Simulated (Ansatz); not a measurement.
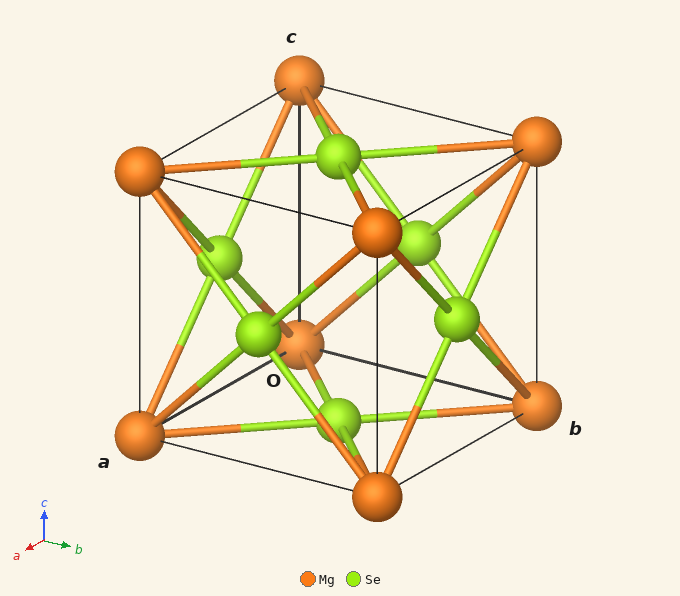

Crystal: MgSe3, the input geometry of an electronic-structure calculation (not necessarily at equilibrium); the starting structure was generated, so it need not be a known form of this composition. One unit cell is drawn above. All values are computed from the atomic coordinates in the standard setting (tolerance 0.002 Å).

```cif
data_structure
_symmetry_space_group_name_H-M 'P 1'
_symmetry_Int_Tables_number 1
_cell_length_a 4.3828
_cell_length_b 4.3828
_cell_length_c 4.3828
_cell_angle_alpha 90.000
_cell_angle_beta 90.000
_cell_angle_gamma 90.000
_cell_volume 84.19
loop_
_atom_site_label
_atom_site_type_symbol
_atom_site_fract_x
_atom_site_fract_y
_atom_site_fract_z
_atom_site_occupancy
Mg1 Mg 0.00000 0.00000 0.00000 1
Se1 Se 0.50000 0.00000 0.50000 1
Se2 Se 0.00000 0.50000 0.50000 1
Se3 Se 0.50000 0.50000 0.00000 1
```

Question: What is its point group?

Answer: m-3m (Oh), order 48, cubic system: three fourfold axes, four threefold axes, six twofold axes, nine mirror planes, an inversion centre.

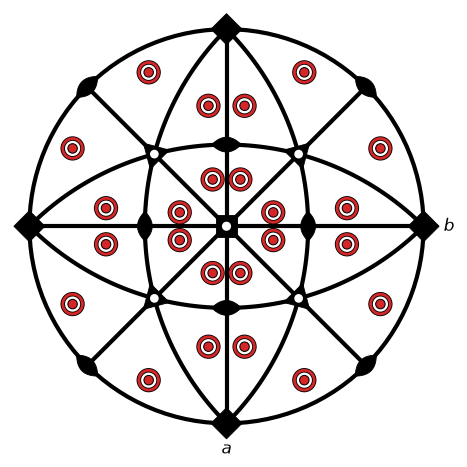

Stereographic projection: filled dots lie in the upper hemisphere, open rings in the lower; heavy lines are mirror planes (a heavy rim: a mirror in the plane of the page); lens, triangle, square and hexagon are 2-, 3-, 4- and 6-fold axes, a lens in an open square is −4, a triangle in an open hexagon −6; thin dashed diameters join the ends of axes that lie in the page; a small open circle marks inversion. The poles are one general form. The c axis points at the viewer.

Question: What does this class allow?

Answer: Class m-3m is centrosymmetric, so neither piezoelectric nor pyroelectric; it is not chiral. Its Laue class is m-3m.
